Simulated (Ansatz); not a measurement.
```xyz
10

Al   -0.1280   -0.1041   -0.1032
H    -0.2785   -0.0846    1.4606
N     1.4754    0.0254   -0.8585
H     1.6558   -0.1003   -1.8482
H     2.2789    0.4437   -0.4038
N    -1.5996   -0.3712   -1.0660
H    -2.5066   -0.5764   -0.6662
H    -1.6621   -0.3282   -2.0751
Cl    0.6771    2.8353    1.4859
H     0.2474    1.6409    1.9125
```

Not at a stationary point (largest force 1.0 eV/Å).

Theory: RKS B3LYP-D4/6-31G* (Ansatz 0.2.0).

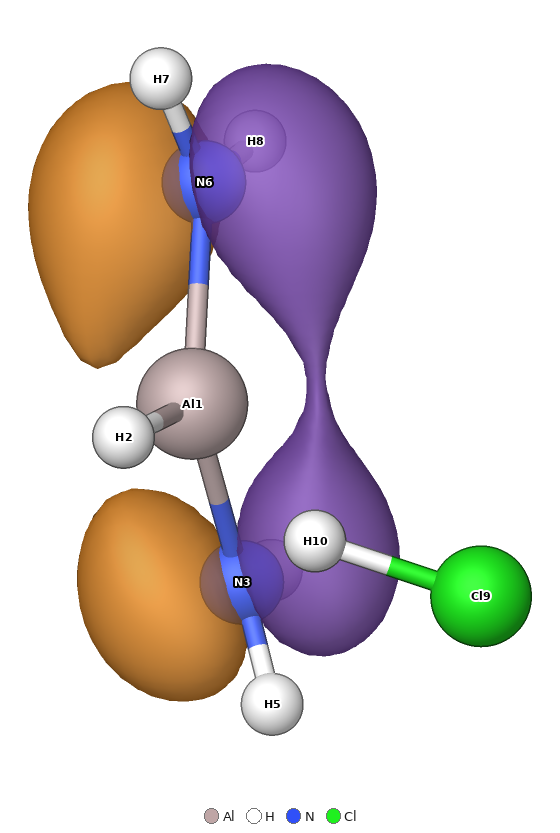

AlH₅N₂···HCl. The HOMO−1 at ±0.15 Å⁻³ᐟ² (orange and purple are the two phases), seen at an oblique angle.

Question: What is the character of this orbital?

Answer: Its weight (Hirshfeld) is mainly on N6 (about 40 %), N3 (about 30 %) and Al1 (about 20 %). Its energy is −7.09 eV.
